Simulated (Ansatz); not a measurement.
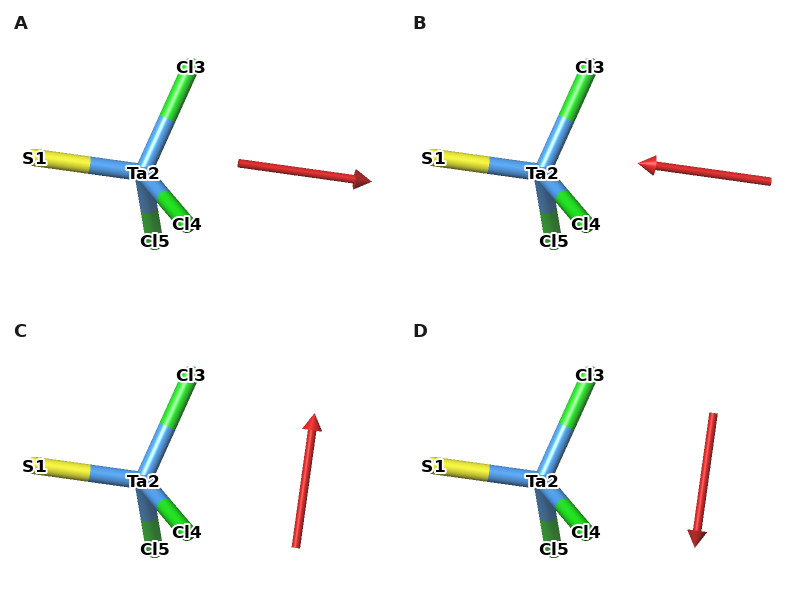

The same molecule four times, each with an arrow. Charge 0, singlet. Computed geometry: PBE-D4/def2-SVP optimisation. No frequency run is at hand to confirm it as a minimum. Level of theory: RKS PBE-D4/def2-SVP, core potentials on Ta (Ansatz 0.2.0).

> Which arrow points along the dipole moment, from the negative to the positive end?

A. The dipole moment is 1.26 D; it points from the side of S1 to the side of Cl3, Cl4, Cl5 (the outermost atoms at the two ends).
